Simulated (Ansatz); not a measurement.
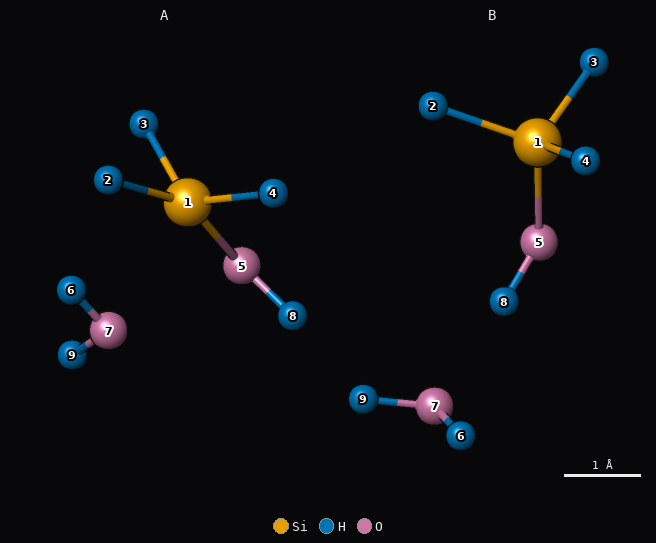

Two geometries of SiH₆O₂ (started from a transition state, displaced along its imaginary mode), drawn at one scale. One is the start of a relaxation, the other its converged end. Style: ball-and-stick. Shown at a tilt.

Theory: RKS PBE0-D4/def2-TZVP in Ansatz 0.2.0. (force threshold 0.005 eV/Å; at most 200 steps)

**Which one is relaxed?**

Structure B is the relaxed one. The largest move after the best rigid fit is that of H6, 2.10 Å. By element the largest moves are H 2.10 Å, O 1.06 Å, Si 0.86 Å. Among the contacts that change: Si1–H6 2.098 → 4.138 Å, Si1–O7 2.033 → 3.763 Å, H6–O7 0.857 → 0.960 Å, Si1–O5 1.715 → 1.635 Å. Bond angles that change, for instance: H2–Si1–O5 157.1° → 112.3°, H3–Si1–H4 128.3° → 109.0°, H2–Si1–H3 91.3° → 109.0°. Groups turn about Si1–O5 by about 25°. The energy falls by 179.9 kJ/mol in 55 accepted moves (63 points after the start). The largest force component goes from 8.2 to 0.0025 eV/Å. The line search rejected the trial steps at points 11, 20, 39, 41, 46, 47, 50, 57 of the run. The run took about 3 core-minutes on a shared host.
